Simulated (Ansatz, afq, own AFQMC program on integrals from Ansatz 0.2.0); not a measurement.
**BHO (singlet): quantum Monte Carlo beside coupled cluster at angle O2–B1–H3 = 158.1°, cc-pVDZ**

How near does AFQMC come to the top of the ladder for BHO (singlet)?

The runs use Ansatz 0.2.0, Gaussian basis, and an in-house AFQMC program (afq) on its integrals; all values are calculated; cc-pVDZ, frozen cores.

Plan: PBE (unrestricted); r2SCAN (unrestricted); PBE0 (unrestricted); B3LYP (unrestricted); wB97M-V (unrestricted); B2PLYP (unrestricted); CCSD(T) on RHF; CCSDT(Q) on RHF; Phaseless AFQMC, CISD trial on RHF; Phaseless AFQMC, single-determinant trial on RHF; Free-projection AFQMC, CISD trial on RHF; Phaseless AFQMC, first-order trial on RHF; Free-projection AFQMC, CISD trial on RHF; UHF.

3 further runs of the same task are left out: 3 that didn't finish.

### 1 The system

The geometry derives from a PBE0/def2-TZVP stationary point (not a proven minimum). One angle is set to the value named; bond lengths are kept.

3 atoms, charge 0, spin multiplicity 1.

Atoms are counted from 1 here; the program's logs count them from 0.

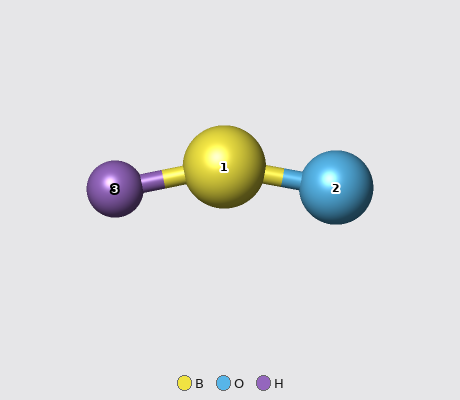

The structure; boron yellow, oxygen blue, hydrogen purple; atoms are numbered from 1 in the order of the file.

### 2 PBE (unrestricted)

in.yaml

```yaml
crystal:
  periodic: [false, false, false]
  atoms:
    - {symbol: B, position_ang: [-0.138947, 0.000000, 0.634732]}
    - {symbol: O, position_ang: [0.088608, 0.000000, -0.541418]}
    - {symbol: H, position_ang: [0.083811, 0.000000, 1.786088]}
basis:
  gaussian: {orbitals: cc-pVDZ}
magnetization: {spin_polarized: true, initial_magnetization: 0}
hamiltonian: {xc: {name: PBE}}
output: {orbitals: {seedname: orbitals}}
```

Run with:

```sh
> ansatz run in.yaml --threads 1 --pin off --events-out ev --progress --plain --max-ram 1382MiB
```

Log:

```text
Functional definition: PBE
  name "PBE"
  cite "Perdew, Burke & Ernzerhof, Phys. Rev. Lett. 77, 3865 (1996) doi:10.1103/PhysRevLett.77.3865"
  parent pbe
  parameter kappa = 0.804
  parameter beta = 0.06672455060314922
  exchange = pbe_x(kappa = kappa, mu = beta*pi^2/3)
  correlation = pbe_c(beta = beta)
347 factors; their error is unknown
mean field evaluation 1: about -2732.0320 eV, gradient 3.7e1 eV
mean field evaluation 2: about -2680.7592 eV, gradient 1.1e2 eV
mean field evaluation 4: about -2737.0610 eV, gradient 3.2e0 eV
mean field evaluation 8: about -2737.1125 eV, gradient 3.7e-2 eV
mean field evaluation 16: about -2737.0908 eV, gradient 3.9e-6 eV
mean field -2737.09079644 eV, -100.5862315024 hartree, gradient 3.9e-6 eV, S^2 0.000000; 0 other end points of the search recorded, 0 dependent functions left out
reference -2737.09082092 eV, -100.5862324019 hartree; 7, 7 occupied and 26, 26 virtual orbitals, 347 factors
Total energy: -2737.09082092 eV, -100.5862324019 hartree
```

Wall time 0.54 s (1 thread of Arm Neoverse V1, shared host).

From the report: ⟨S²⟩ of the determinant 0.000 (pure singlet: 0.00).

### 3 r2SCAN (unrestricted)

Edit in.yaml of step 2 so:

```diff
@@ -9,3 +9,2 @@
 magnetization: {spin_polarized: true, initial_magnetization: 0}
-hamiltonian: {xc: {name: PBE}}
-output: {orbitals: {seedname: orbitals}}
+hamiltonian: {xc: {name: r2SCAN}}
```

Same command.

Log:

```text
Functional definition: r2SCAN
  name "r2SCAN"
  cite "Furness, Kaplan, Ning, Perdew & Sun, J. Phys. Chem. Lett. 11, 8208 (2020) doi:10.1021/acs.jpclett.0c02405"
  cite "Furness, Kaplan, Ning, Perdew & Sun, J. Phys. Chem. Lett. 11, 9248 (2020) doi:10.1021/acs.jpclett.0c03077"
  parent r2scan
  parameter k0 = 0.174
  parameter k1 = 0.065
  parameter a1 = 4.9479
  exchange = r2scan_x(k0 = k0, k1 = k1, a1 = a1)
  correlation = r2scan_c
347 factors; their error is unknown
mean field evaluation 1: about -2734.3787 eV, gradient 3.5e1 eV
mean field evaluation 2: about -2696.2242 eV, gradient 9.6e1 eV
mean field evaluation 4: about -2738.8743 eV, gradient 2.2e0 eV
mean field evaluation 8: about -2738.9000 eV, gradient 2.9e-2 eV
mean field evaluation 16: about -2738.8781 eV, gradient 2.9e-5 eV
mean field -2738.87813994 eV, -100.6519151644 hartree, gradient 2.9e-5 eV, S^2 0.000000; 0 other end points of the search recorded, 0 dependent functions left out
reference -2738.87814782 eV, -100.6519154541 hartree; 7, 7 occupied and 26, 26 virtual orbitals, 347 factors
Total energy: -2738.87814782 eV, -100.6519154541 hartree
```

Wall time 1.2 s (1 thread of Arm Neoverse V1, shared host).

From the report: ⟨S²⟩ of the determinant 0.000 (pure singlet: 0.00).

### 4 PBE0 (unrestricted)

Edit in.yaml of step 3 so:

```diff
@@ -9,2 +9,3 @@
 magnetization: {spin_polarized: true, initial_magnetization: 0}
-hamiltonian: {xc: {name: r2SCAN}}
+hamiltonian: {xc: {name: PBE0}}
+output: {orbitals: {seedname: orbitals}}
```

Same command.

Log:

```text
Functional definition: PBE0
  name "PBE0"
  cite "Adamo & Barone, J. Chem. Phys. 110, 6158 (1999) doi:10.1063/1.478522"
  cite "Perdew, Burke & Ernzerhof, Phys. Rev. Lett. 77, 3865 (1996) doi:10.1103/PhysRevLett.77.3865"
  parent pbe
  parameter a = 0.25
  parameter kappa = 0.804
  parameter beta = 0.06672455060314922
  exchange = (1 - a)*pbe_x(kappa = kappa, mu = beta*pi^2/3) + a*exact_x
  correlation = pbe_c(beta = beta)
302 factors; integrals over basis functions are off by at most 1.2e-3 eV
mean field evaluation 1: about -2732.8268 eV, gradient 3.4e1 eV
mean field evaluation 2: about -2709.5050 eV, gradient 8.1e1 eV
mean field evaluation 4: about -2737.1325 eV, gradient 1.3e0 eV
mean field evaluation 8: about -2737.1394 eV, gradient 5.9e-3 eV
mean field -2737.13936497 eV, -100.5880163630 hartree, gradient 1.6e-5 eV, S^2 0.000000; 0 other end points of the search recorded, 0 dependent functions left out
reference -2737.13938301 eV, -100.5880170260 hartree; 7, 7 occupied and 26, 26 virtual orbitals, 302 factors
Total energy: -2737.13938301 eV, -100.5880170260 hartree
```

Run time: 0.51 s. Hardware: 1 thread of Arm Neoverse V1, shared host.

From the report: ⟨S²⟩ of the determinant 0.000 (pure singlet: 0.00).

### 5 B3LYP (unrestricted)

Edit in.yaml of step 4 so:

```diff
@@ -9,3 +9,2 @@
 magnetization: {spin_polarized: true, initial_magnetization: 0}
-hamiltonian: {xc: {name: PBE0}}
-output: {orbitals: {seedname: orbitals}}
+hamiltonian: {xc: {name: B3LYP}}
```

Same command.

Log:

```text
Functional definition: B3LYP
  name "B3LYP"
  cite "Stephens, Devlin, Chabalowski & Frisch, J. Phys. Chem. 98, 11623 (1994) doi:10.1021/j100096a001"
  cite "Becke, Phys. Rev. A 38, 3098 (1988) doi:10.1103/PhysRevA.38.3098"
  cite "Lee, Yang & Parr, Phys. Rev. B 37, 785 (1988) doi:10.1103/PhysRevB.37.785"
  cite "Vosko, Wilk & Nusair, Can. J. Phys. 58, 1200 (1980) doi:10.1139/p80-159"
  parameter a0 = 0.2
  parameter ax = 0.72
  parameter ac = 0.81
  exchange = (1 - a0 - ax)*slater_x + ax*b88_x + a0*exact_x
  correlation = (1 - ac)*vwn_rpa_c + ac*lyp_c
302 factors; integrals over basis functions are off by at most 1.2e-3 eV
mean field evaluation 1: about -2735.6799 eV, gradient 3.6e1 eV
mean field evaluation 2: about -2704.2293 eV, gradient 9.1e1 eV
mean field evaluation 4: about -2740.5504 eV, gradient 1.7e0 eV
mean field evaluation 8: about -2740.5635 eV, gradient 6.3e-2 eV
mean field -2740.56350894 eV, -100.7138513330 hartree, gradient 1.1e-5 eV, S^2 0.000000; 0 other end points of the search recorded, 0 dependent functions left out
reference -2740.56367267 eV, -100.7138573498 hartree; 7, 7 occupied and 26, 26 virtual orbitals, 302 factors
Total energy: -2740.56367267 eV, -100.7138573498 hartree
```

It took 0.54 s on 1 thread of Arm Neoverse V1, shared host.

From the report: ⟨S²⟩ of the determinant 0.000 (pure singlet: 0.00).

### 6 wB97M-V (unrestricted)

Edit in.yaml of step 5 so:

```diff
@@ -9,2 +9,3 @@
 magnetization: {spin_polarized: true, initial_magnetization: 0}
-hamiltonian: {xc: {name: B3LYP}}
+hamiltonian: {xc: {name: wB97M-V}}
+output: {orbitals: {seedname: orbitals}}
```

Same command.

Log:

```text
Functional definition: wB97M-V
  name "wB97M-V"
  cite "Mardirossian & Head-Gordon, J. Chem. Phys. 144, 214110 (2016) doi:10.1063/1.4952647"
  cite "Becke, J. Chem. Phys. 107, 8554 (1997) doi:10.1063/1.475007"
  cite "Vydrov & Van Voorhis, J. Chem. Phys. 133, 244103 (2010) doi:10.1063/1.3521275"
  # Of w^i u^j: cxij and so on, Table III.
  parameter omega = 0.3/bohr
  parameter cx = 0.15
  parameter cx01 = 1.007
  parameter cx10 = 0.259
  parameter css00 = 0.443
  parameter css04 = -1.437
  parameter css10 = -4.535
  parameter css20 = -3.390
  parameter css43 = 4.278
  parameter cos00 = 1.000
  parameter cos10 = 1.358
  parameter cos20 = 2.924
  parameter cos21 = -8.812
  parameter cos60 = -1.390
  parameter cos61 = 9.142
  parameter b = 6.0
  parameter c = 0.01
  gx(w, u) = 1 - cx + cx01*u + cx10*w
  gss(w, u) = css00 + css04*u^4 + css10*w + css20*w^2 + css43*w^4*u^3
  gos(w, u) = cos00 + cos10*w + (cos20 + cos21*u)*w^2 + (cos60 + cos61*u)*w^6
  exchange = spin_sum(e_x_unif_sr(omega)*gx(b97_w, b97_u_x)) + cx*exact_x_sr(omega) + exact_x_lr(omega)
  correlation = spin_sum(e_c_pw_mod_same_spin*gss(b97_w, b97_u_same))
      + integral(e_c_pw_mod_opposite_spin*gos(b97_w_opposite, b97_u_opposite)) + vv10(b, c)
302 factors; integrals over basis functions are off by at most 1.2e-3 eV
91 factors; integrals over basis functions are off by at most 1.2e-5 eV
mean field evaluation 1: about -2734.7923 eV, gradient 3.4e1 eV
mean field evaluation 2: about -2727.6050 eV, gradient 5.7e1 eV
mean field evaluation 4: about -2739.5483 eV, gradient 6.2e-1 eV
mean field evaluation 8: about -2739.5509 eV, gradient 4.2e-3 eV
mean field -2739.55091772 eV, -100.6766392918 hartree, gradient 3.4e-5 eV, S^2 0.000000; 0 other end points of the search recorded, 0 dependent functions left out
reference -2739.55094600 eV, -100.6766403311 hartree; 7, 7 occupied and 26, 26 virtual orbitals, 302 factors
Total energy: -2739.55094600 eV, -100.6766403311 hartree
```

It took 2 s on 1 thread of Arm Neoverse V1, shared host.

From the report: ⟨S²⟩ of the determinant 0.000 (pure singlet: 0.00).

### 7 B2PLYP (unrestricted)

Edit in.yaml of step 6 so:

```diff
@@ -9,3 +9,3 @@
 magnetization: {spin_polarized: true, initial_magnetization: 0}
-hamiltonian: {xc: {name: wB97M-V}}
-output: {orbitals: {seedname: orbitals}}
+hamiltonian: {xc: {name: B2PLYP}}
+correlation: {electrons: outside_noble_gas}
```

Same command.

Log:

```text
Functional definition: B2PLYP
  name "B2PLYP"
  cite "Grimme, J. Chem. Phys. 124, 034108 (2006) doi:10.1063/1.2148954"
  cite "Becke, Phys. Rev. A 38, 3098 (1988) doi:10.1103/PhysRevA.38.3098"
  cite "Lee, Yang & Parr, Phys. Rev. B 37, 785 (1988) doi:10.1103/PhysRevB.37.785"
  parameter a = 0.53
  parameter c = 0.27
  exchange = (1 - a)*b88_x + a*exact_x
  correlation = (1 - c)*lyp_c + c*(mp2_os + mp2_ss)
302 factors; integrals over basis functions are off by at most 1.2e-3 eV
mean field evaluation 1: about -2731.5202 eV, gradient 3.2e1 eV
mean field evaluation 2: about -2731.5207 eV, gradient 3.2e1 eV
mean field evaluation 4: about -2735.5556 eV, gradient 1.7e0 eV
mean field evaluation 8: about -2735.5750 eV, gradient 1.6e-2 eV
mean field evaluation 16: about -2735.5750 eV, gradient 4.9e-6 eV
mean field -2735.57501150 eV, -100.5305274334 hartree, gradient 4.9e-6 eV, S^2 0.000000; 0 other end points of the search recorded, 0 dependent functions left out
2 core orbitals not correlated: weight in the atoms' cores, before any rotation towards them, 1.000 or more for the frozen orbitals, at most 0.000 for the correlated occupied ones
reference -2735.57511419 eV, -100.5305312071 hartree; 5, 5 occupied and 26, 26 virtual orbitals, 302 factors
second order -9.17839339 eV of doubles, -0.00000000 eV of singles
Total energy: -2738.05328041 eV, -100.6216021358 hartree
```

Wall time 0.63 s (1 thread of Arm Neoverse V1, shared host).

From the report: ⟨S²⟩ of the determinant 0.000 (pure singlet: 0.00).

### 8 CCSD(T) on RHF

Edit in.yaml of step 7 so:

```diff
@@ -8,4 +8,3 @@
   gaussian: {orbitals: cc-pVDZ}
-magnetization: {spin_polarized: true, initial_magnetization: 0}
-hamiltonian: {xc: {name: B2PLYP}}
-correlation: {electrons: outside_noble_gas}
+magnetization: {spin_polarized: false}
+correlation: {method: ccsd_t, electrons: outside_noble_gas, hamiltonian_folder: ham}
```

The command is unchanged.

Log:

```text
Functional definition: HF
  name "HF"
  cite "Fock, Z. Phys. 61, 126 (1930) doi:10.1007/BF01340294"
  parent pbe
  exchange = exact_x
  correlation = 0
302 factors; integrals over basis functions are off by at most 1.2e-3 eV
mean field evaluation 1: about -2722.1507 eV, gradient 4.0e1 eV
mean field evaluation 2: about -2722.1528 eV, gradient 4.0e1 eV
mean field evaluation 4: about -2725.6501 eV, gradient 2.1e0 eV
mean field evaluation 8: about -2725.6744 eV, gradient 1.1e-1 eV
mean field evaluation 16: about -2725.6706 eV, gradient 4.6e-1 eV
mean field -2725.67449628 eV, -100.1666902097 hartree, gradient 2.6e-6 eV, S^2 0.000000; 0 other end points of the search recorded, 0 dependent functions left out
2 core orbitals not correlated: weight in the atoms' cores, before any rotation towards them, 1.000 or more for the frozen orbitals, at most 0.000 for the correlated occupied ones
reference -2725.67449628 eV, -100.1666902097 hartree; 5, 5 occupied and 26, 26 virtual orbitals, 302 factors
second order -7.31111964 eV of doubles, -0.00000000 eV of singles
cycle   1  -7.16400276 eV  change    1.5e-1 eV  update   9.9e-2
cycle   2  -7.43675179 eV  change   -2.7e-1 eV  update   3.2e-2
cycle   3  -7.52554132 eV  change   -8.9e-2 eV  update   1.7e-2
cycle   4  -7.51608091 eV  change    9.5e-3 eV  update   3.3e-3
cycle   5  -7.51676081 eV  change   -6.8e-4 eV  update   1.1e-3
cycle   6  -7.51719658 eV  change   -4.4e-4 eV  update   3.1e-4
cycle   7  -7.51713593 eV  change    6.1e-5 eV  update   1.2e-4
cycle   8  -7.51713579 eV  change    1.4e-7 eV  update   4.5e-5
cycle   9  -7.51712712 eV  change    8.7e-6 eV  update   1.3e-5
cycle  10  -7.51712004 eV  change    7.1e-6 eV  update   4.9e-6
perturbative correction -0.25112348 eV, -0.0092286177 hartree
Total energy: -2733.44273980 eV, -100.4521678935 hartree
```

Wall time 0.27 s (1 thread of Arm Neoverse V1, shared host).

From the report: correlation -7.7682 eV; T1 0.023; largest double amplitude 0.06.

This run also writes the integrals to the folder ham.

### 9 CCSDT(Q) on RHF

Edit in.yaml of step 8 so:

```diff
@@ -9,2 +9,2 @@
 magnetization: {spin_polarized: false}
-correlation: {method: ccsd_t, electrons: outside_noble_gas, hamiltonian_folder: ham}
+correlation: {method: ccsdt_q, electrons: outside_noble_gas}
```

The command is unchanged.

Log:

```text
Functional definition: HF
  name "HF"
  cite "Fock, Z. Phys. 61, 126 (1930) doi:10.1007/BF01340294"
  parent pbe
  exchange = exact_x
  correlation = 0
548 factors; integrals over basis functions are off by at most 1.4e-7 eV
mean field evaluation 1: about -2722.1507 eV, gradient 4.0e1 eV
mean field evaluation 2: about -2722.1528 eV, gradient 4.0e1 eV
mean field evaluation 4: about -2725.6502 eV, gradient 2.1e0 eV
mean field evaluation 8: about -2725.6745 eV, gradient 1.1e-1 eV
mean field evaluation 16: about -2725.6706 eV, gradient 4.6e-1 eV
mean field -2725.67453759 eV, -100.1666917280 hartree, gradient 2.5e-6 eV, S^2 0.000000; 0 other end points of the search recorded, 0 dependent functions left out
2 core orbitals not correlated: weight in the atoms' cores, before any rotation towards them, 1.000 or more for the frozen orbitals, at most 0.000 for the correlated occupied ones
reference -2725.67453759 eV, -100.1666917280 hartree; 5, 5 occupied and 26, 26 virtual orbitals, 548 factors
second order -7.31113582 eV of doubles, -0.00000000 eV of singles
cycle   1  -7.16399881 eV  change    1.5e-1 eV  update   1.1e-1
cycle   2  -7.55115698 eV  change   -3.9e-1 eV  update   6.5e-2
cycle   3  -7.80571956 eV  change   -2.5e-1 eV  update   2.3e-2
cycle   4  -7.78615402 eV  change    2.0e-2 eV  update   6.9e-3
cycle   5  -7.78001313 eV  change    6.1e-3 eV  update   2.8e-3
cycle   6  -7.78205416 eV  change   -2.0e-3 eV  update   1.3e-3
cycle   7  -7.78322234 eV  change   -1.2e-3 eV  update   3.8e-4
cycle   8  -7.78325992 eV  change   -3.8e-5 eV  update   1.8e-4
cycle   9  -7.78311657 eV  change    1.4e-4 eV  update   5.9e-5
cycle  10  -7.78315562 eV  change   -3.9e-5 eV  update   2.6e-5
cycle  11  -7.78311372 eV  change    4.2e-5 eV  update   1.3e-5
cycle  12  -7.78311854 eV  change   -4.8e-6 eV  update   4.7e-6
cycle  13  -7.78311952 eV  change   -9.8e-7 eV  update   2.2e-6
cycle  14  -7.78312033 eV  change   -8.1e-7 eV  update   7.3e-7
perturbative correction -0.02858358 eV, -0.0010504271 hartree
Total energy: -2733.48624150 eV, -100.4537665516 hartree
```

Run time: 2.5 s. Hardware: 1 thread of Arm Neoverse V1, shared host.

From the report: correlation -7.8117 eV; T1 0.021; largest double amplitude 0.07.

### 10 Phaseless AFQMC, CISD trial on RHF

It reads the integrals that the CCSD(T) run on this determinant wrote.

Run with:

```sh
> afq ham --method phaseless --trial cisd --walkers 100 --populations 1 --least-time 40 --time-step 0.005 --steps-per-block 50 --equilibration-blocks 28 --max-blocks 300 --target-error 0.00038 --factor-cut 1e-05 --seed 1032 --release-times 0.24,0.51,0.99,1.62,2.4 --release-step 0.03 --release-every 4 --taylor-order 6
```

Log:

```text
orbitals 31  electrons 5 5  factors 228 of 302
reference energy -100.16669021 Eh
CCSD correlation -0.27624902 Eh in 11 cycles, weight of the determinant in the CISD state 0.9008
energy of the start -100.442939 Eh
 block  time / (1/Eh)  mean weight  energy / Eh
     1     0.250  1.0009  -100.441328
     2     0.500  1.0000  -100.448467
     3     0.750  0.9999  -100.448882
     4     1.000  0.9999  -100.457575
     5     1.250  1.0008  -100.447043
     6     1.500  1.0017  -100.448040
     7     1.750  1.0010  -100.449241
     8     2.000  1.0006  -100.453414
     9     2.250  0.9998  -100.448251
    10     2.500  1.0003  -100.445696
    17     4.250  0.9993  -100.452318
    25     6.250  0.9998  -100.449834
    33     8.250  1.0014  -100.463978
    41    10.250  0.9978  -100.454556
    49    12.250  0.9999  -100.452760
    57    14.250  0.9999  -100.452505
    65    16.250  1.0013  -100.447974
    73    18.250  1.0019  -100.453365
    81    20.250  1.0008  -100.449915
    89    22.250  1.0002  -100.450492
    97    24.250  1.0021  -100.457240
   105    26.250  1.0005  -100.457817
   113    28.250  0.9994  -100.446613
   121    30.250  0.9977  -100.445902
   129    32.250  0.9994  -100.449098
   137    34.250  1.0000  -100.454822
   145    36.250  1.0022  -100.455037
   153    38.250  0.9993  -100.457928
   161    40.250  1.0008  -100.466687
   169    42.250  1.0008  -100.451305
   177    44.250  1.0035  -100.453952
   185    46.250  0.9986  -100.447990
   193    48.250  1.0015  -100.453863
   201    50.250  0.9987  -100.444495
   209    52.250  0.9991  -100.455403
   217    54.250  0.9999  -100.446770
   225    56.250  1.0001  -100.457568
   233    58.250  1.0003  -100.454150
   241    60.250  0.9983  -100.449289
   249    62.250  1.0003  -100.457190
   257    64.250  1.0017  -100.453488
   265    66.250  0.9987  -100.450466
   273    68.250  0.9994  -100.455586
   281    70.250  1.0027  -100.462479
   289    72.250  0.9989  -100.453009
   297    74.250  0.9988  -100.447591
   305    76.250  0.9998  -100.457016
   313    78.250  1.0007  -100.455053
   321    80.250  0.9977  -100.455693
blocks merged  error / Eh  count
     1  0.000466  300
     2  0.000562  150
     4  0.000708  75
     8  0.000883  37
    16  0.001030  18
    32  0.001201  9
released: time / (1/Eh)  energy / Eh  error  mean overlap
  0.24  -100.453643  0.000825  1.0020
  0.51  -100.453243  0.000623  1.0026
  0.99  -100.453242  0.000429  1.0018
  1.62  -100.453036  0.000526  0.9977
  2.40  -100.452809  0.000539  1.0208
energy -100.454308 +/- 0.001030 Eh
```

Run time: 4 min. Hardware: 1 thread of Arm Neoverse V1, shared host.

Energy -2733.5010 ± 0.0280 eV. Caveats: constraint bias not in the error; error above the target.

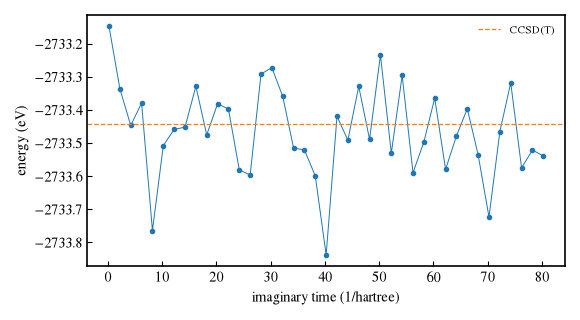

Block energies along the walk.

### 11 Phaseless AFQMC, single-determinant trial on RHF

It reads the integrals that the CCSD(T) run on this determinant wrote.

Run with:

```sh
> afq ham --method phaseless --trial hf --walkers 200 --populations 1 --least-time 40 --time-step 0.005 --steps-per-block 20 --equilibration-blocks 112 --max-blocks 600 --target-error 0.00114 --factor-cut 1e-05 --seed 4793 --taylor-order 6
```

Log:

```text
orbitals 31  electrons 5 5  factors 228 of 302
reference energy -100.16669021 Eh
CCSD correlation -0.27624902 Eh in 11 cycles, weight of the determinant in the CISD state 0.9008
energy of the start -100.166690 Eh
 block  time / (1/Eh)  mean weight  energy / Eh
     1     0.100  1.0018  -100.247551
     2     0.200  1.0027  -100.307477
     3     0.300  1.0015  -100.348385
     4     0.400  1.0015  -100.358108
     5     0.500  1.0004  -100.378643
     6     0.600  0.9995  -100.372478
     7     0.700  1.0010  -100.419182
     8     0.800  1.0034  -100.424823
     9     0.900  1.0020  -100.450585
    10     1.000  1.0014  -100.465732
    18     1.800  0.9995  -100.444372
    35     3.500  1.0031  -100.446753
    52     5.200  0.9973  -100.464602
    69     6.900  1.0027  -100.456035
    86     8.600  1.0006  -100.483753
   103    10.300  1.0021  -100.461134
   120    12.000  0.9988  -100.397416
   137    13.700  1.0006  -100.468120
   154    15.400  0.9994  -100.455326
   171    17.100  1.0003  -100.473929
   188    18.800  0.9996  -100.441527
   205    20.500  1.0006  -100.438575
   222    22.200  0.9997  -100.510439
   239    23.900  0.9993  -100.473238
   256    25.600  1.0012  -100.445400
   273    27.300  1.0017  -100.464364
   290    29.000  0.9981  -100.433472
   307    30.700  1.0011  -100.489191
   324    32.400  0.9972  -100.502519
   341    34.100  0.9971  -100.449628
   358    35.800  1.0005  -100.438722
   375    37.500  0.9993  -100.467416
   392    39.200  0.9980  -100.455286
   409    40.900  1.0002  -100.419981
   426    42.600  0.9985  -100.426933
   443    44.300  1.0006  -100.435384
   460    46.000  1.0015  -100.436259
   477    47.700  1.0015  -100.467206
   494    49.400  1.0014  -100.475244
   511    51.100  1.0002  -100.468131
   528    52.800  0.9990  -100.435453
   545    54.500  0.9980  -100.451932
   562    56.200  0.9986  -100.447907
   579    57.900  1.0013  -100.466505
   596    59.600  0.9996  -100.459207
   613    61.300  0.9999  -100.454189
   630    63.000  0.9992  -100.423808
   647    64.700  0.9991  -100.505604
   664    66.400  0.9993  -100.441010
   681    68.100  0.9997  -100.476689
   698    69.800  0.9979  -100.467794
blocks merged  error / Eh  count
     1  0.001067  600
     2  0.001385  300
     4  0.001713  150
     8  0.002073  75
    16  0.002293  37
    32  0.002320  18
    64  0.002144  9
energy -100.457863 +/- 0.002320 Eh
```

Run time: 3.1 min. Hardware: 1 thread of Arm Neoverse V1, shared host.

Energy -2733.5977 ± 0.0631 eV. Caveats: constraint bias not in the error; error above the target.

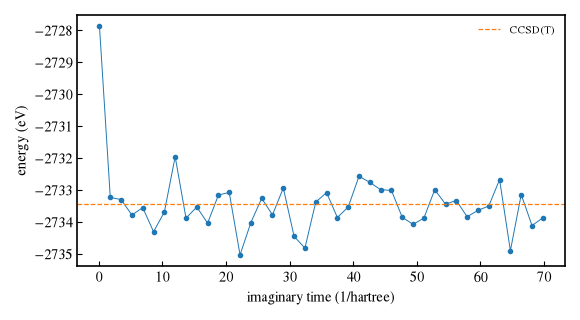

Block energies along the walk.

[end of part 1 of 2]
